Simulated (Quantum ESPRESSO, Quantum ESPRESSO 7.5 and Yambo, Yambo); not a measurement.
# NaCl (Fm-3m): G0W0 with Yambo, start to end

Wanted: ground state, empty states, screening and self-energy for NaCl (Fm-3m).

Main program and level: Quantum ESPRESSO 7.5 and Yambo 5.3.0; PBE and many-body steps on it, plane waves.

The database entry behind the starting cell differs from later determinations by our own check (an axis about 0.4 % short against later determinations), so it need not match the best structure at ambient conditions.

### Step 1. Set-up

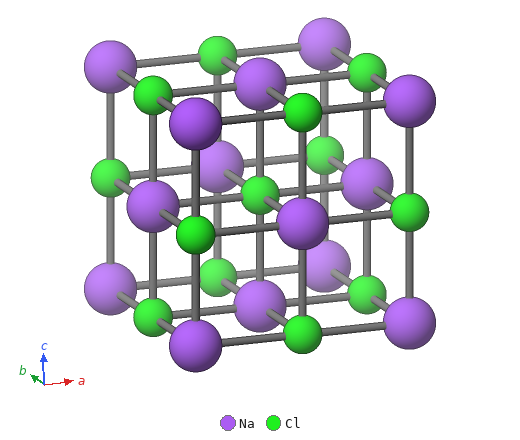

The starting structure, seen slightly off an axis (sodium purple, chlorine green). This picture shows the conventional cell, with its axes. Some periodic images of atoms are drawn too.

The cell and positions come from the Crystallography Open Database and are kept as given unless a step says otherwise.

### Step 2. Ground state

This step: Quantum ESPRESSO 7.5; DFT, PBE, plane waves, norm-conserving pseudopotentials.

The ground-state density comes first.

The input, pw.in:

```
&control
  calculation = 'scf'
  prefix = 'x'
  outdir = 'o'
  pseudo_dir = 'pseudo'
/
&system
  ibrav = 0
  nat = 2
  ntyp = 2
  ecutwfc = 76.0
  nbnd = 13
  force_symmorphic = .true.
/
&electrons
  conv_thr = 1e-10
  electron_maxstep = 80
  mixing_beta = 0.5
/
ATOMIC_SPECIES
  Na 22.99 Na.upf
  Cl 35.45 Cl.upf
CELL_PARAMETERS angstrom
  0.0000000000 2.8100000000 2.8100000000
  2.8100000000 0.0000000000 2.8100000000
  2.8100000000 2.8100000000 0.0000000000
ATOMIC_POSITIONS crystal
  Na 0.0000000000 0.0000000000 0.0000000000
  Cl 0.5000000000 0.5000000000 0.5000000000
K_POINTS automatic
  6 6 6 0 0 0
```

Run with:

```bash
$ OMP_NUM_THREADS=1 mpirun -n 4 pw.x -nk 4 -in pw.in > pw.out
```

Log:

```text
Program PWSCF v.7.5 starts

     This program is part of the open-source Quantum ESPRESSO suite
     for quantum simulation of materials; please cite
         "P. Giannozzi et al., J. Phys.:Condens. Matter 21 395502 (2009);
         "P. Giannozzi et al., J. Phys.:Condens. Matter 29 465901 (2017);
         "P. Giannozzi et al., J. Chem. Phys. 152 154105 (2020);
     in publications or presentations arising from this work. More details at
     Message from routine setup:
     using ibrav=0 with symmetry is DISCOURAGED, use correct ibrav instead

     G-vector sticks info

     bravais-lattice index     =            0
     lattice parameter (alat)  =       7.5097  a.u.
     unit-cell volume          =     299.4646 (a.u.)^3
     number of atoms/cell      =            2
     number of atomic types    =            2
     number of electrons       =        16.00
     number of Kohn-Sham states=           13
     kinetic-energy cutoff     =      76.0000  Ry
     charge density cutoff     =     304.0000  Ry
     scf convergence threshold =      1.0E-10
     mixing beta               =       0.5000
     number of iterations used =            8  plain     mixing
     Exchange-correlation= PBE
                           (   1   4   3   4   0   0   0)

     celldm(1)=   7.509658  celldm(2)=   0.000000  celldm(3)=   0.000000
     celldm(4)=   0.000000  celldm(5)=   0.000000  celldm(6)=   0.000000

     crystal axes: (cart. coord. in units of alat)
               a(1) = (   0.000000   0.707107   0.707107 )
               a(2) = (   0.707107   0.000000   0.707107 )
               a(3) = (   0.707107   0.707107   0.000000 )

     reciprocal axes: (cart. coord. in units 2 pi/alat)
               b(1) = ( -0.707107  0.707107  0.707107 )
               b(2) = (  0.707107 -0.707107  0.707107 )
               b(3) = (  0.707107  0.707107 -0.707107 )
     Pseudo is Norm-conserving, Zval =  9.0
     Generated using ONCVPSP code by D. R. Hamann
     Using radial grid of 1992 points,  4 beta functions with:
     Pseudo is Norm-conserving + core correction, Zval =  7.0
     Generated using ONCVPSP code by D. R. Hamann
     Using radial grid of 1028 points,  6 beta functions with:
     Na                9.00    22.99000     Na( 1.00)
     Cl                7.00    35.45000     Cl( 1.00)

     48 Sym. Ops., with inversion, found

   Cartesian axes

     site n.     atom                  positions (alat units)
         1        Na     tau(   1) = (   0.0000000   0.0000000   0.0000000  )
         2        Cl     tau(   2) = (   0.7071068   0.7071068   0.7071068  )

     number of k points=    16
                       cart. coord. in units 2pi/alat
        k(    1) = (   0.0000000   0.0000000   0.0000000), wk =   0.0092593
        k(    2) = (   0.1178511   0.1178511  -0.1178511), wk =   0.0740741
        k(    3) = (   0.2357023   0.2357023  -0.2357023), wk =   0.0740741
        k(    4) = (  -0.3535534  -0.3535534   0.3535534), wk =   0.0370370
        k(    5) = (   0.2357023   0.0000000  -0.0000000), wk =   0.0555556
        k(    6) = (   0.3535534   0.1178511  -0.1178511), wk =   0.2222222
        k(    7) = (  -0.2357023  -0.4714045   0.4714045), wk =   0.2222222
        k(    8) = (  -0.1178511  -0.3535534   0.3535534), wk =   0.2222222
        k(    9) = (   0.0000000  -0.2357023   0.2357023), wk =   0.1111111
        k(   10) = (   0.4714045   0.0000000  -0.0000000), wk =   0.0555556
     [... 4 further rows ...]
        k(   15) = (  -0.1178511  -0.3535534   0.5892557), wk =   0.2222222
        k(   16) = (  -0.7071068   0.2357023   0.0000000), wk =   0.1111111

     Dense  grid:    26813 G-vectors     FFT dimensions: (  45,  45,  45)

     Initial potential from superposition of free atoms

     starting charge      15.9937, renormalised to      16.0000
     Starting wfcs are    9 randomized atomic wfcs +    4 random wfcs

     per-process dynamical memory:    23.4 Mb

     Self-consistent Calculation

     iteration #  1     ecut=    76.00 Ry     beta= 0.50

     Threshold (ethr) on eigenvalues was too large:
     Diagonalizing with lowered threshold

     total energy              =    -124.48249237 Ry
     estimated scf accuracy    <       0.04907676 Ry

     iteration #  2     ecut=    76.00 Ry     beta= 0.50

     total energy              =    -124.49193164 Ry
     estimated scf accuracy    <       0.00227950 Ry

     iteration #  3     ecut=    76.00 Ry     beta= 0.50

     total energy              =    -124.49224266 Ry
     estimated scf accuracy    <       0.00055898 Ry

     iteration #  4     ecut=    76.00 Ry     beta= 0.50

     total energy              =    -124.49229384 Ry
     estimated scf accuracy    <       0.00000574 Ry

     iteration #  5     ecut=    76.00 Ry     beta= 0.50

     total energy              =    -124.49229662 Ry
     estimated scf accuracy    <       0.00000061 Ry

     iteration #  6     ecut=    76.00 Ry     beta= 0.50

     total energy              =    -124.49229691 Ry
     estimated scf accuracy    <       0.00000007 Ry

     iteration #  7     ecut=    76.00 Ry     beta= 0.50

     total energy              =    -124.49229693 Ry
     estimated scf accuracy    <          2.1E-09 Ry

     iteration #  8     ecut=    76.00 Ry     beta= 0.50

     End of self-consistent calculation

          k = 0.0000 0.0000 0.0000 (  3383 PWs)   bands (ev):

   -47.7638 -19.6862 -19.6862 -19.6862 -11.5392   1.1413   1.1413   1.1413
     6.2911  12.2033  12.2033  12.2033  14.2947

          k = 0.1179 0.1179-0.1179 (  3353 PWs)   bands (ev):

   -47.7636 -19.6937 -19.6866 -19.6866 -11.4569   0.5325   1.0713   1.0713
     7.1095  11.4436  12.4827  12.4828  14.0004

          k = 0.2357 0.2357-0.2357 (  3356 PWs)   bands (ev):

   -47.7632 -19.7090 -19.6878 -19.6878 -11.2849  -0.4108   0.9377   0.9377
     8.2193  11.2585  12.2909  12.2910  15.0778

          k =-0.3536-0.3536 0.3536 (  3354 PWs)   bands (ev):

     [... further k-points ...]

     highest occupied, lowest unoccupied level (ev):     1.1413    6.2911

!    total energy              =    -124.49229693 Ry
     estimated scf accuracy    <          2.5E-11 Ry

     The total energy is the sum of the following terms:
     one-electron contribution =     -73.86213402 Ry
     hartree contribution      =      41.26218262 Ry
     xc contribution           =     -22.84146010 Ry
     ewald contribution        =     -69.05088543 Ry

     convergence has been achieved in   8 iterations

     XML data file, charge density, pseudopotentials, collected wavefunctions

=------------------------------------------------------------------------------=
   JOB DONE.
=------------------------------------------------------------------------------=
```

Wall time 4.3 s (4 MPI ranks of Arm Neoverse V1, shared host); peak memory 0.24 GiB; 17 s of CPU time.

This step gave:

```
total energy               : -1693.8040 eV
gap                        : 5.150 eV
k of the valence top       : 0, 0, 0
k of the conduction bottom : 0, 0, 0
least direct gap           : 5.150 eV
```

The gap is direct, at Γ.

### Step 3. Bands along the symmetry lines

Levels along a band path, at the cheap level, show where the edges lie and whether the meshes to come will hold them.

The input, pw.in:

```
&control
  calculation = 'bands'
  prefix = 'x'
  outdir = 'o'
  pseudo_dir = 'pseudo'
/
&system
  ibrav = 0
  nat = 2
  ntyp = 2
  ecutwfc = 76.0
  nbnd = 14
  force_symmorphic = .true.
/
&electrons
  conv_thr = 1e-9
  electron_maxstep = 80
  diago_full_acc = .true.
  diago_thr_init = 5e-6
/
ATOMIC_SPECIES
  Na 22.99 Na.upf
  Cl 35.45 Cl.upf
CELL_PARAMETERS angstrom
  0.0000000000 2.8100000000 2.8100000000
  2.8100000000 0.0000000000 2.8100000000
  2.8100000000 2.8100000000 0.0000000000
ATOMIC_POSITIONS crystal
  Na 0.0000000000 0.0000000000 0.0000000000
  Cl 0.5000000000 0.5000000000 0.5000000000
K_POINTS crystal
  50
  0.00000000 0.00000000 0.00000000 1
  0.06250000 0.00000000 0.06250000 1
  0.12500000 0.00000000 0.12500000 1
  0.18750000 0.00000000 0.18750000 1
  0.25000000 0.00000000 0.25000000 1
  0.31250000 0.00000000 0.31250000 1
  0.37500000 0.00000000 0.37500000 1
  0.43750000 0.00000000 0.43750000 1
  0.50000000 0.00000000 0.50000000 1
  0.51562500 0.03125000 0.51562500 1
  0.53125000 0.06250000 0.53125000 1
  0.54687500 0.09375000 0.54687500 1
  0.56250000 0.12500000 0.56250000 1
  0.57812500 0.15625000 0.57812500 1
  0.59375000 0.18750000 0.59375000 1
  0.60937500 0.21875000 0.60937500 1
  0.62500000 0.25000000 0.62500000 1
  0.37500000 0.37500000 0.75000000 1
  0.32812500 0.32812500 0.65625000 1
  0.28125000 0.28125000 0.56250000 1
  0.23437500 0.23437500 0.46875000 1
  0.18750000 0.18750000 0.37500000 1
  0.14062500 0.14062500 0.28125000 1
  0.09375000 0.09375000 0.18750000 1
  0.04687500 0.04687500 0.09375000 1
  0.00000000 0.00000000 0.00000000 1
  0.06250000 0.06250000 0.06250000 1
  0.12500000 0.12500000 0.12500000 1
  0.18750000 0.18750000 0.18750000 1
  0.25000000 0.25000000 0.25000000 1
  0.31250000 0.31250000 0.31250000 1
  0.37500000 0.37500000 0.37500000 1
  0.43750000 0.43750000 0.43750000 1
  0.50000000 0.50000000 0.50000000 1
  0.50000000 0.46875000 0.53125000 1
  0.50000000 0.43750000 0.56250000 1
  0.50000000 0.40625000 0.59375000 1
  0.50000000 0.37500000 0.62500000 1
  0.50000000 0.34375000 0.65625000 1
  0.50000000 0.31250000 0.68750000 1
  0.50000000 0.28125000 0.71875000 1
  0.50000000 0.25000000 0.75000000 1
  0.50000000 0.21875000 0.71875000 1
  0.50000000 0.18750000 0.68750000 1
  0.50000000 0.15625000 0.65625000 1
  0.50000000 0.12500000 0.62500000 1
  0.50000000 0.09375000 0.59375000 1
  0.50000000 0.06250000 0.56250000 1
  0.50000000 0.03125000 0.53125000 1
  0.50000000 0.00000000 0.50000000 1
```

Log:

```text
[banner, memory and clock lines left out]
Program PWSCF v.7.5 starts

     Atomic positions and unit cell read from directory:
     o/x.save/

     Message from routine setup:
     using ibrav=0 with symmetry is DISCOURAGED, use correct ibrav instead

     G-vector sticks info

     bravais-lattice index     =            0
     lattice parameter (alat)  =       7.5097  a.u.
     unit-cell volume          =     299.4646 (a.u.)^3
     number of atoms/cell      =            2
     number of atomic types    =            2
     number of electrons       =        16.00
     number of Kohn-Sham states=           14
     kinetic-energy cutoff     =      76.0000  Ry
     charge density cutoff     =     304.0000  Ry
     Exchange-correlation= PBE
                           (   1   4   3   4   0   0   0)

     celldm(1)=   7.509658  celldm(2)=   0.000000  celldm(3)=   0.000000
     celldm(4)=   0.000000  celldm(5)=   0.000000  celldm(6)=   0.000000

     crystal axes: (cart. coord. in units of alat)
               a(1) = (   0.000000   0.707107   0.707107 )
               a(2) = (   0.707107   0.000000   0.707107 )
               a(3) = (   0.707107   0.707107   0.000000 )

     reciprocal axes: (cart. coord. in units 2 pi/alat)
               b(1) = ( -0.707107  0.707107  0.707107 )
               b(2) = (  0.707107 -0.707107  0.707107 )
               b(3) = (  0.707107  0.707107 -0.707107 )
     Pseudo is Norm-conserving, Zval =  9.0
     Generated using ONCVPSP code by D. R. Hamann
     Using radial grid of 1992 points,  4 beta functions with:
     Pseudo is Norm-conserving + core correction, Zval =  7.0
     Generated using ONCVPSP code by D. R. Hamann
     Using radial grid of 1028 points,  6 beta functions with:
     Na                9.00    22.99000     Na( 1.00)
     Cl                7.00    35.45000     Cl( 1.00)

     48 Sym. Ops., with inversion, found

   Cartesian axes

     site n.     atom                  positions (alat units)
         1        Na     tau(   1) = (   0.0000000   0.0000000   0.0000000  )
         2        Cl     tau(   2) = (   0.7071068   0.7071068   0.7071068  )

     number of k points=    50
                       cart. coord. in units 2pi/alat
        k(    1) = (   0.0000000   0.0000000   0.0000000), wk =   0.0400000
        k(    2) = (   0.0000000   0.0883883   0.0000000), wk =   0.0400000
        k(    3) = (   0.0000000   0.1767767   0.0000000), wk =   0.0400000
[...]
[... 38 further rows ...]
        k(   49) = (   0.0441942   0.7071068   0.0000000), wk =   0.0400000
        k(   50) = (   0.0000000   0.7071068   0.0000000), wk =   0.0400000

     Dense  grid:    26813 G-vectors     FFT dimensions: (  45,  45,  45)

     The potential is recalculated from file :
     o/x.save/charge-density

     Starting wfcs are    9 randomized atomic wfcs +    5 random wfcs

     Band Structure Calculation

     End of band structure calculation

          k = 0.0000 0.0000 0.0000 (  3383 PWs)   bands (ev):

   -47.7639 -19.6862 -19.6862 -19.6862 -11.5392   1.1413   1.1413   1.1413
     6.2911  12.2033  12.2033  12.2033  14.2948  14.2948

          k = 0.0000 0.0884 0.0000 (  3371 PWs)   bands (ev):

   -47.7638 -19.6873 -19.6865 -19.6865 -11.5227   1.0289   1.1152   1.1152
     6.4721  11.9526  12.2967  12.2967  14.0237  14.3474

          k = 0.0000 0.1768 0.0000 (  3371 PWs)   bands (ev):

   -47.7637 -19.6904 -19.6874 -19.6874 -11.4765   0.7455   1.0424   1.0424
     6.9546  11.3985  12.5685  12.5685  13.3748  14.5025

          k =-0.0000 0.2652 0.0000 (  3339 PWs)   bands (ev):

[...]
k = 0.0000 0.4419-0.0000 (  3355 PWs)   bands (ev):

[...]
k =-0.0000 0.5303 0.0000 (  3370 PWs)   bands (ev):

[...]
k = 0.0000 0.6187-0.0000 (  3334 PWs)   bands (ev):

[...]
k = 0.4640 0.4640-0.0000 (  3344 PWs)   bands (ev):

[...]
k = 0.3315 0.3315-0.0000 (  3360 PWs)   bands (ev):

[...]
k = 0.3094 0.7071-0.0000 (  3348 PWs)   bands (ev):

[...]
k = 0.2210 0.7071-0.0000 (  3344 PWs)   bands (ev):

[...]
k = 0.1768 0.7071-0.0000 (  3350 PWs)   bands (ev):

[...]
k = 0.0442 0.7071 0.0000 (  3338 PWs)   bands (ev):

   -47.7627 -19.7069 -19.6947 -19.6947 -11.1455  -0.5355   0.5229   0.5298
     8.7252   9.2264  12.5041  15.5716  16.0345  16.5503

          k = 0.0000 0.7071 0.0000 (  3338 PWs)   bands (ev):

   -47.7627 -19.7070 -19.6946 -19.6946 -11.1461  -0.5439   0.5360   0.5360
     8.6899   9.1941  12.5380  16.0206  16.0206  16.1877

     XML data file, pseudopotentials, collected wavefunctions
```

The job ended after 4.6 s (4 MPI ranks; peak memory 0.21 GiB; 18 s of CPU time).

Numbers from this step:

```yaml
gap: 5.150 eV
k_of_the_valence_top: 0, 0, 0
k_of_the_conduction_bottom: 0, 0, 0
least_direct_gap: 5.150 eV
```

The gap is 5.150 eV, as in the run before at this level.

The electronic bands at the labelled points (eV, zero at the top of the highest filled band; v1 is the highest filled band, c1 the lowest empty one):

```
    point      v4     v3     v2     v1    c1     c2     c3     c4
        Γ  -12.68   0.00   0.00   0.00  5.15  11.06  11.06  11.06
        X  -12.29  -1.69  -0.61  -0.61  7.55   8.05  11.40  14.88
        U  -12.28  -1.43  -1.13  -0.50  8.24   9.04  10.59  12.74
jump to K  -12.28  -1.43  -1.13  -0.50  8.24   9.04  10.59  12.74
        Γ  -12.68   0.00   0.00   0.00  5.15  11.06  11.06  11.06
        L  -12.34  -1.95  -0.27  -0.27  7.28  10.72  10.92  10.92
        W  -12.27  -1.20  -1.20  -0.76  8.85   9.71   9.71  11.37
        X  -12.29  -1.69  -0.61  -0.61  7.55   8.05  11.40  14.88
```

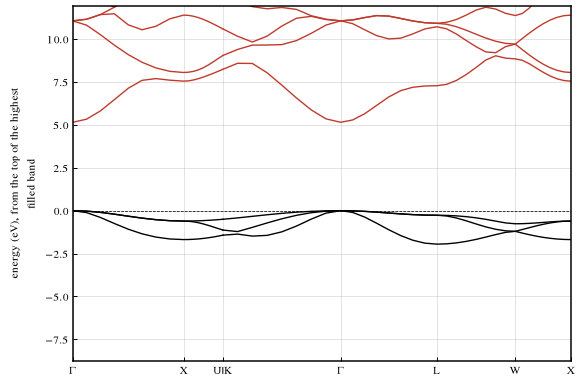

Electronic bands along the path; lines of filled and empty bands in two colours.

### Step 4. Empty states on the mesh, 4×4×4 mesh, 108 bands

The sums over transitions need many empty states on a uniform mesh; this step solves for them.

The input, pw.in:

```
&control
  calculation = 'nscf'
  prefix = 'x'
  outdir = 'o'
  pseudo_dir = 'pseudo'
/
&system
  ibrav = 0
  nat = 2
  ntyp = 2
  ecutwfc = 76.0
  nbnd = 108
  force_symmorphic = .true.
/
&electrons
  conv_thr = 1e-9
  electron_maxstep = 80
  diago_full_acc = .true.
  diago_thr_init = 5e-6
/
ATOMIC_SPECIES
  Na 22.99 Na.upf
  Cl 35.45 Cl.upf
CELL_PARAMETERS angstrom
  0.0000000000 2.8100000000 2.8100000000
  2.8100000000 0.0000000000 2.8100000000
  2.8100000000 2.8100000000 0.0000000000
ATOMIC_POSITIONS crystal
  Na 0.0000000000 0.0000000000 0.0000000000
  Cl 0.5000000000 0.5000000000 0.5000000000
K_POINTS automatic
  4 4 4 0 0 0
```

Log:

```text
[banner, memory and clock lines left out]
Program PWSCF v.7.5 starts

     Atomic positions and unit cell read from directory:
     o/x.save/

     Message from routine setup:
     using ibrav=0 with symmetry is DISCOURAGED, use correct ibrav instead

     G-vector sticks info

     bravais-lattice index     =            0
     lattice parameter (alat)  =       7.5097  a.u.
     unit-cell volume          =     299.4646 (a.u.)^3
     number of atoms/cell      =            2
     number of atomic types    =            2
     number of electrons       =        16.00
     number of Kohn-Sham states=          108
     kinetic-energy cutoff     =      76.0000  Ry
     charge density cutoff     =     304.0000  Ry
     Exchange-correlation= PBE
                           (   1   4   3   4   0   0   0)

     celldm(1)=   7.509658  celldm(2)=   0.000000  celldm(3)=   0.000000
     celldm(4)=   0.000000  celldm(5)=   0.000000  celldm(6)=   0.000000

     crystal axes: (cart. coord. in units of alat)
               a(1) = (   0.000000   0.707107   0.707107 )
               a(2) = (   0.707107   0.000000   0.707107 )
               a(3) = (   0.707107   0.707107   0.000000 )

     reciprocal axes: (cart. coord. in units 2 pi/alat)
               b(1) = ( -0.707107  0.707107  0.707107 )
               b(2) = (  0.707107 -0.707107  0.707107 )
               b(3) = (  0.707107  0.707107 -0.707107 )
     Pseudo is Norm-conserving, Zval =  9.0
     Generated using ONCVPSP code by D. R. Hamann
     Using radial grid of 1992 points,  4 beta functions with:
     Pseudo is Norm-conserving + core correction, Zval =  7.0
     Generated using ONCVPSP code by D. R. Hamann
     Using radial grid of 1028 points,  6 beta functions with:
     Na                9.00    22.99000     Na( 1.00)
     Cl                7.00    35.45000     Cl( 1.00)

     48 Sym. Ops., with inversion, found

   Cartesian axes

     site n.     atom                  positions (alat units)
         1        Na     tau(   1) = (   0.0000000   0.0000000   0.0000000  )
         2        Cl     tau(   2) = (   0.7071068   0.7071068   0.7071068  )

     number of k points=     8
                       cart. coord. in units 2pi/alat
        k(    1) = (   0.0000000   0.0000000   0.0000000), wk =   0.0312500
        k(    2) = (   0.1767767   0.1767767  -0.1767767), wk =   0.2500000
        k(    3) = (  -0.3535534  -0.3535534   0.3535534), wk =   0.1250000
[...]
k(    7) = (  -0.7071068   0.0000000   0.0000000), wk =   0.0937500
        k(    8) = (  -0.7071068   0.3535534   0.0000000), wk =   0.1875000

     Dense  grid:    26813 G-vectors     FFT dimensions: (  45,  45,  45)

     The potential is recalculated from file :
     o/x.save/charge-density

     Starting wfcs are    9 randomized atomic wfcs +   99 random wfcs

     Band Structure Calculation

     End of band structure calculation

          k = 0.0000 0.0000 0.0000 (  3383 PWs)   bands (ev):

   -47.7639 -19.6862 -19.6862 -19.6862 -11.5392   1.1413   1.1413   1.1413
     6.2911  12.2033  12.2033  12.2033  14.2947  14.2947  16.0863  18.3681
    18.3681  18.3681  25.1767  26.7630  26.7630  26.7630  28.7516  28.7516
[...]
91.5227  91.5227  92.8448  92.8448

          k = 0.1768 0.1768-0.1768 (  3362 PWs)   bands (ev):

[...]
94.9555  94.9555  96.5216  96.5216

          k =-0.3536-0.3536 0.3536 (  3354 PWs)   bands (ev):

[...]
84.2234  84.2234  85.1277  86.1551  86.2774  87.1790  87.5674  87.5674
    88.5499  88.5499  91.5029  92.9513  92.9513  94.3593  94.8003  94.8003
    95.9137  96.1711  96.1711  96.4395

          k = 0.3536 0.0000 0.0000 (  3359 PWs)   bands (ev):

     [... further k-points ...]

     highest occupied, lowest unoccupied level (ev):     1.1413    6.2911

     XML data file, pseudopotentials, collected wavefunctions
```

Run time: 6.8 s. Hardware: 4 MPI ranks; peak memory 0.32 GiB.

Numbers from this step:

```yaml
gap: 5.150 eV
k_of_the_valence_top: 0, 0, 0
k_of_the_conduction_bottom: 0, 0, 0
least_direct_gap: 5.150 eV
k_points_computed: 8
lowest_point_of_the_top_converged_band_above_the_valence_top: 91.7034 eV
```

On this mesh the gap is 5.150 eV.

[end of part 1 of 2]

[Paths, hosts, dates, memory and timing lines, banners, echoed tables and standing remarks are left out of the program output.]

[Logs are printed without paths, hosts, clocks, repeated set-up lines and the standing remarks that a program may print on its own settings, such as how far it seeks lower states.]

[Runs of the session that timed out or met a known fault of the program may be left out.]

[Hosts, paths, dates, database ids (printed as entryN), source tags and the programs' standing remarks are cut or masked in the printed files.]
